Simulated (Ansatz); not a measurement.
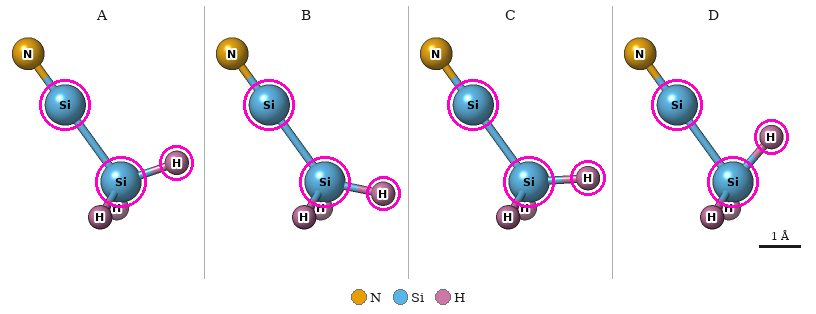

A scan of Si2NH3: one H–Si–Si angle is varied, with the rest of the molecule carried along rigidly. A ball-and-stick model, seen onto the plane of the angle. The ringed atoms are those of the scanned coordinate.

Single-point energies from Ansatz with B3LYP-D4 in the def2-TZVPP basis, on geometries moved rigidly from the minimum at PBE0-D4/def2-TZVP. Energies are counted from the PBE0-D4/def2-TZVP minimum geometry at the same level.

Order these geometries by energy, lowest first.

Answer. Lowest first: A (the angle 107.0°, 0.0 kJ/mol), C (the angle 122.0°, 11.0 kJ/mol), B (the angle 137.0°, 44.7 kJ/mol), D (the angle 77.0°, 49.0 kJ/mol). Over the whole scan: the lowest computed point lies at the angle 107.0° (0.0 kJ/mol). The end points stand at 49.0 kJ/mol (77.0°) and 44.7 kJ/mol (137.0°). The curvature at the lowest point is about 3.5 eV/rad².
